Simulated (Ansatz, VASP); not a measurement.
**Cross-check of InP between VASP and Ansatz**

One calculation is typed for both programs; each brings its own data sets. How far apart do they land? The cell is taken from a series of VASP runs on this material, whose earlier steps may have relaxed, scaled or displaced it; both programs get it as it stands. Valence electrons are named where the data sets of a main pair hold unlike numbers.

Calculated with Ansatz 0.2.0; plane waves, with VASP 6.6.1 beside it; band structure at PBE0 and band structure at HSE06, spin-orbit coupling.

## (1) The structure

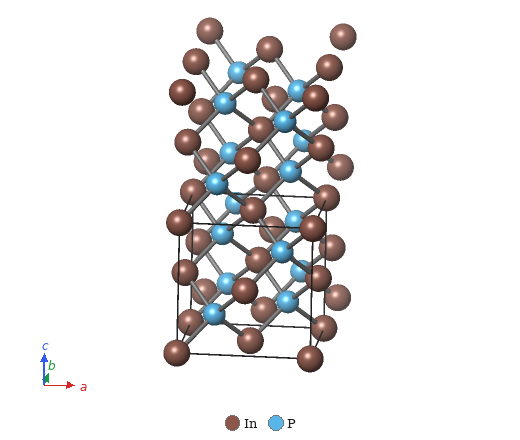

Start, viewed slightly off an axis; indium brown, phosphorus blue. 1×2×2 cells are drawn. This picture shows the conventional cell, with its axes. Bonds to atoms that aren't drawn are left out. Some periodic images of atoms are drawn too.

## (2) Ansatz: band structure, PBE0

Ansatz runs on its default PAW (the set named soft_2) files.

The same path points are solved in both programs, so levels can be compared one by one.

input.yaml

```yaml
crystal:
  lattice:
    - [0.0, 2.93435, 2.93435]
    - [2.93435, 0.0, 2.93435]
    - [2.93435, 2.93435, 0.0]
  atoms:
    - { symbol: In, position: [0.0, 0.0, 0.0] }
    - { symbol: P, position: [0.75, 0.75, 0.75] }
hamiltonian:
  xc: pbe0
  pseudopotentials: { kind: paw }
kpoints:
  mp_grid: { grid: [4, 4, 4] }
  band_path:
    path:
      - [0.0, 0.0, 0.0]
      - [0.5, 0.0, 0.5]
      - [0.5, 0.22222, 0.72222]
      - [0.40278, 0.34722, 0.75]
      - [0.125, 0.125, 0.25]
      - [0.27778, 0.27778, 0.27778]
      - [0.55556, 0.38889, 0.55556]
      - [0.58333, 0.25, 0.66667]
      - [0.5, 0.30556, 0.69444]
      - [0.48611, 0.48611, 0.52778]
      - [0.625, 0.25, 0.625]
      - [0.5, 0.0, 0.5]
    npoints: 1
scf:
  occupations: { method: gaussian, width: 0.03 }
  n_extra_bands: 7
output:
  forces: true
  stress: true
  eigenvalues: true
```

The run is started by

```sh
$ ansatz run input.yaml --threads 4 --pin off --max-ram 9216MiB --backend cpu --events-out ev --progress --plain --runs-dir out
```

Numbers of over 12 decimals in the logs are rounded to 6 here.

Output:

```text
Warning: output.stress: scf.convergence.dr2_threshold = 1e-7 eV (the SCF's general default) is looser than the 2e-10 eV advised for a printed stress (1e-10 eV for each atom of the cell: 2). What an SCF threshold leaves in a stress goes as its square root, and in the free energy as the threshold itself, and one threshold admits the most on a small cell: [figures from the program's tests cut] Set scf.convergence.dr2_threshold to 2e-10 eV or tighter. The threshold is an SCF's pass mark: one that does not reach it within its budget of iterations ends unconverged, or closes short of it on a stop that the run arms, and scf.convergence.dr2_threshold's page says what that costs each kind of run
Warning: output.stress: scf.exx.energy_threshold = 1e-6 eV is looser than the 2e-8 eV advised for a stress under a hybrid functional (1e-8 eV for each atom of the cell: 2). Every SCF of the exchange loop can meet its threshold on dr2 while the loop round them stops early: no threshold on dr2 bounds what that leaves in the stress. Set scf.exx.energy_threshold to 2e-8 eV or tighter. The threshold is the loop's pass mark: a loop that does not reach it within its budget of cycles ends unconverged, and scf.exx.energy_threshold's page has the law
scf.n_extra_bands = 7 over 9 filled bands (N_el = 18.0): the run solves 16 bands
Engine: ansatz 0.2.0, aarch64-unknown-linux-gnu
Pseudopotentials: kind: paw
Pseudopotential: In, paw, valence charge 13, recommended cutoff 420 eV (normal), In.paw.azcp
Pseudopotential: P, paw, valence charge 5, recommended cutoff 420 eV (normal), P.paw.azcp
Functional definition: PBE0
  parameter a = 0.25
  parameter kappa = 0.804
  parameter beta = 0.066725
  exchange = (1 - a)*pbe_x(kappa = kappa, mu = beta*pi^2/3) + a*exact_x
  correlation = pbe_c(beta = beta)
Crystal: 2 atoms, lattice volume = 50.532 Å³
Basis set: ecut = 420 eV, 965 PW (Γ), exchange–correlation on 60×60×60 points (8 copies of the dense FFT grid, shifted against one another)
Bands: 16, of which v1, the nominal top of the filled ones, is band 9 counted from 1 (8 counted from 0)
Symmetry: 24 space group operations
Space group: F-43m (ITA 216), of the structure as read, at distance tolerance 3.7e-5 Å
k-points: 8 of 64 (time reversal used)
Non-local potential: In, projectors of the file, l = 0: 2, l = 1: 2, l = 2: 2, l = 3: 2
Non-local potential: P, projectors of the file, l = 0: 2, l = 1: 2, l = 2: 2
PAW form: soft (Blöchl's): semilocal exchange-correlation on the pseudo side does not see the compensation charge
PAW frozen core: In, regenerated for the run's functional, and the local potential with it (the file was generated under x = pbe(κ = 0.804, μ = 0.219515), c = pbe(β = 0.066725))
PAW frozen core: P, regenerated for the run's functional, and the local potential with it (the file was generated under x = pbe(κ = 0.804, μ = 0.219515), c = pbe(β = 0.066725))
PAW one-centre angular grid: In, 590 points (default); XC on 64 Gauss nodes
PAW one-centre angular grid: P, 110 points (default); XC on 64 Gauss nodes
Initial density: superposition of atomic densities (neutral atoms: chi_scale 0, normalization atom), corrected by the library's trained network
Initial wavefunctions: pseudopotential atomic-orbital guess
Functional: x = pbe(κ = 0.804, μ = 0.219515), c = pbe(β = 0.066725), warm-up for x = 0.75 pbe(κ = 0.804, μ = 0.219515) + 0.25 exact, c = pbe(β = 0.066725)
SCF iter   1: F=—  HF=-6353.875676 eV  |F-HF|=—  |Δ(HF+E_count)|=         —  Δρ=1.34e-3  dr2=8.27e-4  ethr=1.77e-3  ⟨swp⟩=11.9  Hψ=674  notcnv=0
preconditioner: auto → none  [insulator: Δε(μ)=0.680 eV  Ē_g=17.033 eV  σ=0.030 eV  W_gap=1.00  n_scr=14 (ndim 8)  ℏωp=22.2 eV  f_vac=0.021  D(μ)=0.00/eV (n_scr^D=0)]
iter 2 solved again at ethr=3.82e-7 eV; its pass at ethr=4.59e-6 eV (dr2=6.88e-5 eV) is discarded
SCF iter   2: F=—  HF=-6353.875770 eV  |F-HF|=—  |Δ(HF+E_count)|=   9.32e-5  Δρ=3.35e-4  dr2=6.87e-5  ethr=3.82e-7  ⟨swp⟩=2.1  Hψ=601  notcnv=0
SCF iter   3: F=-6353.875797 eV  HF=-6353.875782 eV  |F-HF|=1.49e-5  |Δ(HF+E_count)|=   1.23e-5  Δρ=1.90e-4  dr2=1.08e-5  ethr=3.82e-7  ⟨swp⟩=2.4  Hψ=204  notcnv=0
SCF 1 stopped early in 3 iterations: F = -6353.875797 eV  dr2 = 1.08e-5
  greatest PAW one-centre occupation: 0.980 electrons in one spin orbital (limit 2), on the In atom at site 0 (counted from 0), in its partial waves of l = 2
Initial density: handed on by an earlier stage of this run
Initial wavefunctions: those handed on with the density
Functional: x = 0.75 pbe(κ = 0.804, μ = 0.219515) + 0.25 exact, c = pbe(β = 0.066725)
Frozen-core exchange: fock
SCF iter   1: F=—  HF=-6357.893508 eV  |F-HF|=—  |Δ(HF+E_count)|=         —  Δρ=5.08e-3  dr2=7.73e-3  ethr=5.99e-7  ⟨swp⟩=10.8  Hψ=738  notcnv=0
preconditioner: auto → none  [insulator: Δε(μ)=2.104 eV  Ē_g=19.963 eV  σ=0.030 eV  W_gap=1.00  n_scr=14 (ndim 8)  ℏωp=22.2 eV  f_vac=0.019  D(μ)=0.00/eV (n_scr^D=0)]
SCF iter   2: F=—  HF=-6357.891769 eV  |F-HF|=—  |Δ(HF+E_count)|=   1.74e-3  Δρ=1.69e-3  dr2=1.94e-3  ethr=5.99e-7  ⟨swp⟩=4.0  Hψ=383  notcnv=0
SCF iter   3: F=—  HF=-6357.898660 eV  |F-HF|=—  |Δ(HF+E_count)|=   6.89e-3  Δρ=1.21e-3  dr2=4.62e-4  ethr=5.99e-7  ⟨swp⟩=4.8  Hψ=382  notcnv=0
SCF iter   4: F=—  HF=-6357.898565 eV  |F-HF|=—  |Δ(HF+E_count)|=   9.47e-5  Δρ=1.66e-4  dr2=3.19e-5  ethr=5.99e-7  ⟨swp⟩=3.0  Hψ=252  notcnv=0
SCF iter   5: F=-6357.898697 eV  HF=-6357.898699 eV  |F-HF|=1.72e-6  |Δ(HF+E_count)|=   1.34e-4  Δρ=1.30e-4  dr2=5.98e-6  ethr=5.86e-8  ⟨swp⟩=4.4  Hψ=291  notcnv=0  defer=2
SCF 2 stopped early in 5 iterations: F = -6357.898697 eV  dr2 = 5.98e-6
  greatest PAW one-centre occupation: 0.983 electrons in one spin orbital (limit 2), on the In atom at site 0 (counted from 0), in its partial waves of l = 2
hybrid outer 1: dexx = +8.289e-3 eV, tail = 2.06e-5 eV
Frozen-core exchange: fock
SCF iter   1: F=—  HF=-6357.898618 eV  |F-HF|=—  |Δ(HF+E_count)|=         —  Δρ=3.47e-5  dr2=5.41e-7  ethr=5.73e-7  ⟨swp⟩=6.1  Hψ=347  notcnv=0
preconditioner: auto → none  [insulator: Δε(μ)=2.176 eV  Ē_g=19.935 eV  σ=0.030 eV  W_gap=1.00  n_scr=14 (ndim 8)  ℏωp=22.2 eV  f_vac=0.019  D(μ)=0.00/eV (n_scr^D=0)]
SCF iter   2: F=—  HF=-6357.898618 eV  |F-HF|=—  |Δ(HF+E_count)|=   8.67e-8  Δρ=1.01e-5  dr2=8.08e-8  ethr=2.67e-9  ⟨swp⟩=4.0  Hψ=318  notcnv=0
SCF iter   3: F=—  HF=-6357.898618 eV  |F-HF|=—  |Δ(HF+E_count)|=   2.45e-7  Δρ=7.70e-6  dr2=2.79e-8  ethr=1.46e-10  ⟨swp⟩=4.5  Hψ=377  notcnv=0  defer=3
SCF iter   4: F=-6357.898618 eV  HF=-6357.898618 eV  |F-HF|=5.37e-10  |Δ(HF+E_count)|=   9.10e-9  Δρ=1.19e-6  dr2=1.55e-9  ethr=1.24e-10  ⟨swp⟩=3.4  Hψ=264  notcnv=0  defer=2
SCF 3 converged in 4 iterations: F = -6357.898618 eV  dr2 = 1.55e-9
  Residual-converged pass: ⟨swp⟩=3.1  Hψ=232  notcnv=0  max |occ|·‖R‖ = 2.2e-6 eV (tolerance 2.4e-6 eV)  dr2=1.60e-9  dr2_onsite=2.65e-10  max |Δocc| = 0.0e0
hybrid outer 2: dexx = +2.740e-7 eV, tail = 6.27e-9 eV, Δε = 1.65e-3 eV (about 4.99e-5 eV left of the loop's levels)
NSCF: frozen V_eff on 12 k-points
hybrid SCF converged: 2 outer / 9 inner (+3 warm-up), last move |dexx| = 2.74e-7 eV, tail = 6.27e-9 eV
Stability not checked: this state was not tested for a lower state beside it, because the functional holds exact exchange (a hybrid, or Hartree-Fock), whose exchange loop this test does not read (fock_operator; see scf.lower_state_search)
Free energy (F): -6357.898618 eV
Frozen-core exchange: fock
Harris-Foulkes:  -6357.898618 eV  (|F-HF|=5.37e-10)
Internal energy: -6357.898618 eV  (E = F + TS)
E sigma→0 (E₀):  -6357.898618 eV
Fermi energy:    7.281472 eV
--- Per-component energies (eV) ---
  E_band       = -88.409417
  E_kinetic    = 314.068503
  E_local      = -1401.724196  (includes V_loc(G=0)·N_el)
  E_nonlocal   = 401.094810
  E_hartree    = 554.446313
  E_xc         = -212.715643
  E_vxc        = -123.618772  (∫ρ·V_xc dr)
  E_exx        = -47.917269  (= α·E_x^exact, valence–valence)
  E_paw        = -4746.496514  (= ΣΔE_a)
  E_vpaw       = -291.287678  (= ΣTr[D̂ρ^β])
  E_aug_tail   = 0.000030  (compensation charges beyond the density's cutoff)
  E_ewald      = -1219.106662
  E_core_change = 0.452009  (= ΣΔE_core)
  E_smearing   = -0.000000  (= −TS)
  E_closure    = 0.000000  (closes the sum)
  Σ components = -6357.898618   (vs F -6357.898618, Δ=0.00e0)
--- Forces (eV/Å), atoms counted from 1 ---
  atom   1  In    -0.00000000     0.00000000    -0.00000000
  atom   2  P      0.00000000     0.00000000     0.00000000
  max |Σ_I F_I| component: 1.67e-16 eV/Å
--- Stress (GPa, compression-positive) ---
        1.203979      -0.000000      -0.000000
       -0.000000       1.203979       0.000000
       -0.000000       0.000000       1.203979
  P = ⅓ Tr σ = 1.2040 GPa (12.040 kbar)
--- Band table (eV; the first three rows and the last of 8) ---
  k-point 0: bands = [... 5 lower, -6.5835, 6.1930, 6.1930, 6.1930, 8.3696, 11.8089, 11.8089, 11.8089, ... 3 higher]
  k-point 1: bands = [... 5 lower, -5.8524, 2.4746, 5.5879, 5.5879, 9.4626, 12.5630, 12.5630, 13.1427, ... 3 higher]
  k-point 2: bands = [... 5 lower, -4.7167, -0.1127, 5.1202, 5.1202, 9.1392, 12.5520, 12.5520, 14.9286, ... 3 higher]
  k-point 7: bands = [... 5 lower, -3.9236, 0.0773, 2.9418, 3.0201, 11.9339, 12.3113, 13.4035, 13.9321, ... 3 higher]
```

Elapsed: 17 s, on 4 threads of Arm Neoverse V1, shared host; peak memory 0.64 GiB.

## (3) VASP: band structure, PBE0

The same cell, functional, mesh and smearing now go to VASP, with its own data sets.

Lines of VASP's logs that name or quote its potential files are left out, and so is its time.

The run reads the wave functions of an earlier VASP run, which isn't shown here.

INCAR

```
SYSTEM = InP
PREC = Accurate
ENCUT = 350
EDIFF = 1E-06
NELM = 100
ISMEAR = 0
SIGMA = 0.03
LREAL = .FALSE.
ALGO = Normal
LHFCALC = .TRUE.
AEXX = 0.25
GGA = PE
LASPH = .TRUE.
NBANDS = 15
PRECFOCK = Fast
HFRCUT = -1
LORBIT = 11
LWAVE = .FALSE.
LCHARG = .FALSE.
KPAR = 4
```

POSCAR

```
InP
1.0
    0.0000000000      2.9343500000      2.9343500000
    2.9343500000      0.0000000000      2.9343500000
    2.9343500000      2.9343500000      0.0000000000
In P
1 1
Direct
    0.0000000000      0.0000000000      0.0000000000
    0.7500000000      0.7500000000      0.7500000000
```

KPOINTS

```
Automatic mesh
0
Gamma
4 4 4
0 0 0
```

KPOINTS_OPT

```
Line mode
10
Line-mode
Reciprocal
  0.00000000   0.00000000   0.00000000 GAMMA
  0.50000000   0.00000000   0.50000000 X

  0.50000000   0.00000000   0.50000000 X
  0.50000000   0.25000000   0.75000000 W

  0.50000000   0.25000000   0.75000000 W
  0.37500000   0.37500000   0.75000000 K

  0.37500000   0.37500000   0.75000000 K
  0.00000000   0.00000000   0.00000000 GAMMA

  0.00000000   0.00000000   0.00000000 GAMMA
  0.50000000   0.50000000   0.50000000 L

  0.50000000   0.50000000   0.50000000 L
  0.62500000   0.25000000   0.62500000 U

  0.62500000   0.25000000   0.62500000 U
  0.50000000   0.25000000   0.75000000 W

  0.50000000   0.25000000   0.75000000 W
  0.50000000   0.50000000   0.50000000 L

  0.50000000   0.50000000   0.50000000 L
  0.37500000   0.37500000   0.75000000 K

  0.62500000   0.25000000   0.62500000 U
  0.50000000   0.00000000   0.50000000 X
```

PAW data sets: In_d and P (PBE family, release 64).

The run is started by

```sh
$ mpirun -np 4 vasp_std
```

Output:

```text
[banner, memory and clock lines left out]
running    4 mpi-ranks, on    1 nodes
 distrk:  each k-point on    1 cores,    4 groups
 distr:  one band on    1 cores,    1 groups

 POSCAR found type information on POSCAR InP
 POSCAR found :  2 types and       2 ions
 LDA part: xc-table for (Slater+PW92), standard interpolation
 found WAVECAR, reading the header
 POSCAR, INCAR and KPOINTS ok, starting setup
 FFT: planning ... GRIDC
 FFT: planning ... GRID_SOFT
 FFT: planning ... GRID
 HFRCUT set to (new)   9.173865
 reading WAVECAR
 the WAVECAR file was read successfully
 initial charge from wavefunction
 entering main loop
       N       E                     dE             d eps       ncg     rms          rms(c)
DAV:   1    -0.107897920494E+02   -0.10790E+02   -0.10687E+00   289   0.168E+01    0.345E+00
DAV:   2    -0.108012404526E+02   -0.11448E-01   -0.92082E-02   322   0.281E+00    0.496E+00
DAV:   3    -0.107972735966E+02    0.39669E-02   -0.76553E-03   364   0.133E+00    0.355E+00
DAV:   4    -0.107962039425E+02    0.10697E-02   -0.16096E-03   326   0.521E-01    0.230E+00
DAV:   5    -0.107960327421E+02    0.17120E-03   -0.43793E-04   319   0.224E-01    0.146E+00
DAV:   6    -0.107959899031E+02    0.42839E-04   -0.65491E-05   304   0.974E-02    0.902E-01
DAV:   7    -0.107959709566E+02    0.18947E-04   -0.11411E-05   299   0.444E-02    0.552E-01
DAV:   8    -0.107959644111E+02    0.65454E-05   -0.43735E-06   268   0.203E-02    0.336E-01
DAV:   9    -0.107959626149E+02    0.17962E-05   -0.14760E-06   260   0.938E-03    0.206E-01
DAV:  10    -0.107959622012E+02    0.41378E-06   -0.41667E-07   162   0.510E-03
   1 F= -.10795962E+02 E0= -.10795962E+02  d E =-.200982E-11
 Start KPOINTS_OPT (optional k-point list driver)
k-point batch [1-8\100]
       N       E                     dE             ncg
DAV:   1     0.227012686470E+03   -0.14882E+04      240
DAV:   2    -0.829943457804E+03   -0.10570E+04      254
DAV:   3    -0.907625644267E+03   -0.77682E+02      303
DAV:   4    -0.909965691264E+03   -0.23400E+01      311
DAV:   5    -0.910056389417E+03   -0.90698E-01      379
DAV:   6    -0.910058288992E+03   -0.18996E-02      354
DAV:   7    -0.910058322933E+03   -0.33941E-04      372
DAV:   8    -0.910058323266E+03   -0.33337E-06      260
[...]
k-point batch [97-100\100]
       N       E                     dE             ncg
DAV:   1     0.221692891920E+04   -0.20579E+04      128
DAV:   2     0.175679067163E+04   -0.46014E+03      120
DAV:   3     0.172678139898E+04   -0.30009E+02      155
DAV:   4     0.172592979932E+04   -0.85160E+00      176
DAV:   5     0.172589061517E+04   -0.39184E-01      201
DAV:   6     0.172589008302E+04   -0.53215E-03      176
DAV:   7     0.172589006788E+04   -0.15135E-04      208
DAV:   8     0.172589006773E+04   -0.15391E-06      144
```

From OUTCAR (step 3):

```text
ion  position               nearest neighbor table
   1  0.000  0.000  0.000-   2 2.54   2 2.54   2 2.54   2 2.54
   2  0.750  0.750  0.750-   1 2.54   1 2.54   1 2.54   1 2.54

  LATTYP: Found a face centered cubic cell.
 ALAT       =     5.8687000000

 Subroutine GETGRP returns: Found 24 space group operations
 (whereof 24 operations were pure point group operations)

The static configuration has the point symmetry T_d .

 Found      8 irreducible k-points:

   k-points           NKPTS =      8   k-points in BZ     NKDIM =     64   number of bands    NBANDS=     15

   dimension x,y,z NGX =    28 NGY =   28 NGZ =   28
   dimension x,y,z NGXF=    56 NGYF=   56 NGZF=   56

   ENCUT  =  350.0 eV  25.72 Ry    5.07 a.u.   6.33  6.33  6.33*2*pi/ulx,y,z

   NELECT =      18.0000    total number of electrons

 k-points in reciprocal lattice and weights: Automatic mesh
   0.00000000  0.00000000  0.00000000       0.016
   0.25000000  0.00000000  0.00000000       0.125
   0.50000000  0.00000000  0.00000000       0.062
   0.25000000  0.25000000  0.00000000       0.094
   0.50000000  0.25000000  0.00000000       0.375
  -0.25000000  0.25000000  0.00000000       0.188
   0.50000000  0.50000000  0.00000000       0.047
  -0.25000000  0.50000000  0.25000000       0.094

  exchange ACFDT corr.  =         0.00000000  see jH, gK, PRB 81, 115126

 average (electrostatic) potential at core
       1 -89.0919       2 -78.7297

 E-fermi :   4.5184

 k-point     1 :       0.0000    0.0000    0.0000
  band No.  band energies     occupation
    ...
      5     -11.4063      2.00000
      6      -8.4197      2.00000
      7       4.3849      2.00000
      8       4.3849      2.00000
      9       4.3849      2.00000
     10       6.5772      0.00000
     11      10.0135      0.00000
     12      10.0135      0.00000
     13      10.0135      0.00000
     14      14.6686      0.00000
    ...

 k-point     2 :       0.2500    0.0000    0.0000
  band No.  band energies     occupation
    ...
      5     -11.4047      2.00000
      6      -7.6608      2.00000
      7       0.6691      2.00000
      8       3.7763      2.00000
      9       3.7763      2.00000
     10       7.6686      0.00000
     11      10.7633      0.00000
     12      10.7633      0.00000
     13      11.3393      0.00000
     14      14.6694      0.00000
    ...

 k-point     3 :       0.5000    0.0000    0.0000
  band No.  band energies     occupation
    ...
      5     -11.3946      2.00000
      6      -6.5409      2.00000
      7      -1.9211      2.00000
      8       3.3102      2.00000
      9       3.3102      2.00000
     10       7.3400      0.00000
     11      10.7564      0.00000
     12      10.7564      0.00000
     13      13.1308      0.00000
     14      15.6836      0.00000
    ...

  energy-cutoff  :      350.00
  volume of cell :       50.53
      direct lattice vectors                 reciprocal lattice vectors
     0.000000000  2.934350000  2.934350000    -0.170395488  0.170395488  0.170395488
     2.934350000  0.000000000  2.934350000     0.170395488 -0.170395488  0.170395488
     2.934350000  2.934350000  0.000000000     0.170395488  0.170395488 -0.170395488

 POSITION                                       TOTAL-FORCE (eV/Angst)
 -----------------------------------------------------------------------------------
      0.00000      0.00000      0.00000        -0.000000     -0.000000     -0.000000
      4.40152      4.40152      4.40152         0.000000      0.000000      0.000000
 -----------------------------------------------------------------------------------
    total drift:                               -0.000053     -0.000060     -0.000027

  FREE ENERGIE OF THE ION-ELECTRON SYSTEM (eV)
  ---------------------------------------------------
  free  energy   TOTEN  =       -10.7959622012 eV

  energy  without entropy=      -10.7959622012  energy(sigma->0) =      -10.79596220

 total charge
# of ion       s       p       d       tot
------------------------------------------
    1        0.835   0.790   9.916  11.541
    2        1.011   1.533   0.000   2.544
--------------------------------------------------
tot          1.846   2.323   9.916  14.085

[... 3 further parts left out ...]
```

[end of part 1 of 2]

[Lines on the potential files, build, host, timing and source positions are cut from VASP's logs without a mark.]

[Logs are printed without paths, hosts, clocks, repeated set-up lines and the standing remarks that a program may print on its own settings, such as how far it seeks lower states.]

[Hosts, paths, dates, database ids (printed as entryN), source tags and the programs' standing remarks are cut or masked in the printed files.]
